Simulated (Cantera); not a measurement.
A closed system holds: 1 mol MgO, 0.62 mol NF₃, 0.24 mol H₂, held at 16.0 Pa.

These are equilibrium values from Cantera (NASA tables, ideal gas, pure condensed phases), not measurements of a reactor. Candidate condensed phases: H₂O, Mg, MgF₂, MgO, Mg(OH)₂; 50 gas species. Mutual solubility and eutectic melting of coexisting phases are not modelled. Equilibrium is a limit: real reactors are often held back by kinetics, nucleation or transport.

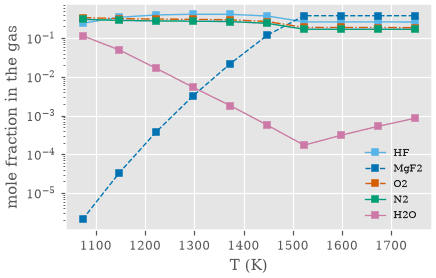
Equilibrium gas composition (values under 1e-9 drawn at 1e-9)

Read off the mole fractions at 1148 K.

HF about 0.35, O₂ about 0.32, N₂ about 0.29, H₂O about 0.049, MgF₂ about 3.4e-5.
